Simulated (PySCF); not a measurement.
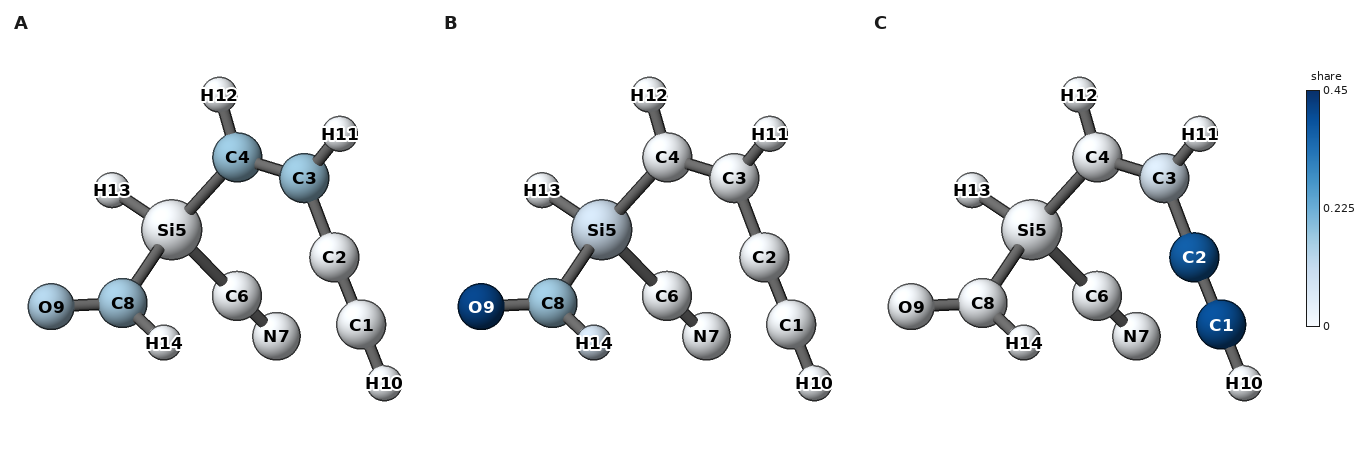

Each panel colours the atoms by their Löwdin share in one orbital (up to four of the largest shares; other atoms are shown as zero). Computed geometry: GFN2-xTB optimisation. No frequency run is at hand to confirm it as a minimum. Level of theory: PBE0/def2-SVPD (PySCF 2.14.0).

> The panels show the HOMO−2, HOMO, LUMO, in some order. Which is which?

A: LUMO, −2.41 eV; C4 0.17, C3 0.17, C8 0.16, O9 0.14
B: HOMO, −7.37 eV; O9 0.41, C8 0.17, Si5 0.09, H14 0.08
C: HOMO−2, −8.72 eV; C1 0.39, C2 0.37, C3 0.07

The geometry is semi-empirical. Around Si such bond lengths and angles can be off by a tenth of an ångström or more and by several degrees, and values that hang on the shape move with them.
